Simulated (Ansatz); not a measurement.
# ClGaH₂···H₂: what the fields show

The calculation's input:

```
crystal:
  periodic: [false, false, false]
  atoms:
    - { symbol: Ga, position_ang: [0.023853, -0.500565, -0.397168] }
    - { symbol: H, position_ang: [0.006562, 0.090357, 2.306488] }
    - { symbol: H, position_ang: [1.425563, 0.118125, -0.65297] }
    - { symbol: H, position_ang: [-1.406933, 0.054456, -0.637264] }
    - { symbol: Cl, position_ang: [0.074815, -2.563343, 0.414766] }
    - { symbol: H, position_ang: [0.02574, -0.59223, 2.075148] }
basis:
  gaussian: { orbitals: def2-SVP }
hamiltonian:
  xc: pbe0
  dispersion: d4
relax:
  f_tol: 0.03
  max_steps: 50
output:
  orbitals: {}
```

Launched as:

```sh
ansatz run input.yaml --threads 1 --pin off --max-ram 2048MiB --backend cpu --events-out ev --progress --plain --runs-dir out
```

The fields are those of the run's last geometry, not of the input's.

Theory: Ansatz, RKS PBE0-D4/def2-SVP.

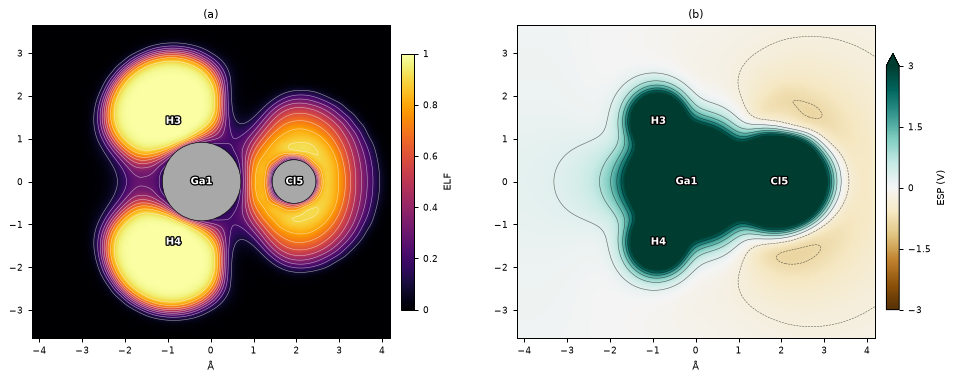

Figure 1. (a) electron localisation function; (b) electrostatic potential on the plane of atoms H3, Ga1 and H4. Grey discs cover the atomic cores in the ELF map.

Question: What does the map show?

Answer: The section cuts through Ga, H and Cl sites.
Ga–Cl (2.17 Å): the ELF peaks at about 0.85 in the valence shell of Cl, 0.9 Å from its nucleus, and is about 0.55 at the midpoint.
Ga–H (1.56 Å): the ELF climbs to about 1 towards the hydrogen.
The ELF also peaks beside Cl5, away from the bonds: lone-pair regions.
Outside the dense part of the complex the potential is most negative (−0.9 V) near Cl5.

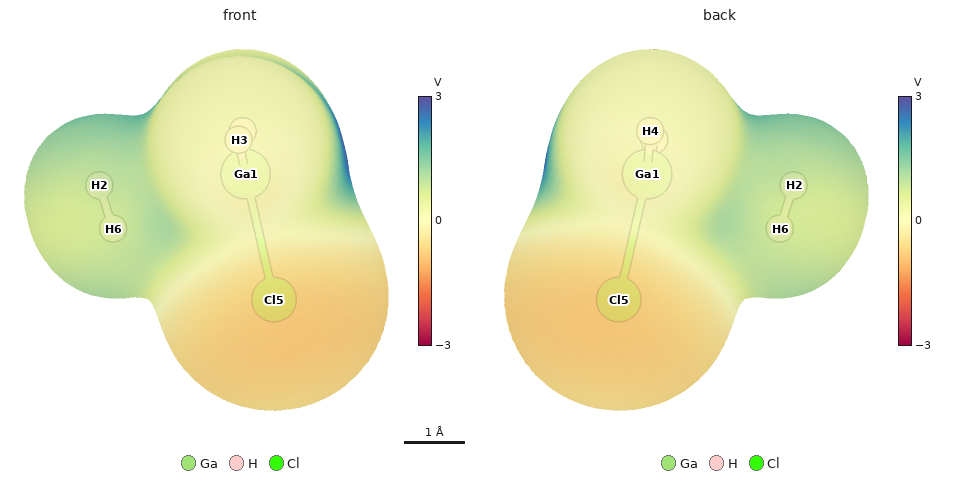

Figure 2. The electrostatic potential painted on the density surface at 0.002 e/bohr³, seen from the front and from behind; red is negative and blue positive.

Question: Which sites attract a positive test charge, and which a negative one?

Answer: A positive charge is drawn to the negative regions and a negative charge to the positive ones. The most negative region (about −0.8 V) lies over Cl5, the most positive (about +2.7 V) over Ga1.

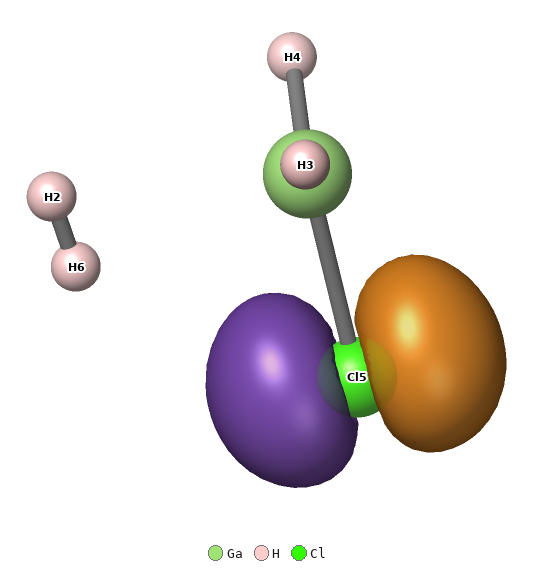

Figure 3. The HOMO−1 at ±0.2 Å⁻³ᐟ² (orange and purple are the two phases), seen at an oblique angle.

Question: What is the character of this orbital?

Answer: By Hirshfeld shares it lies mainly on Cl5 (about 90 %) and Ga1 (about 10 %); largely a lone pair of Cl5. Its energy is −8.85 eV.
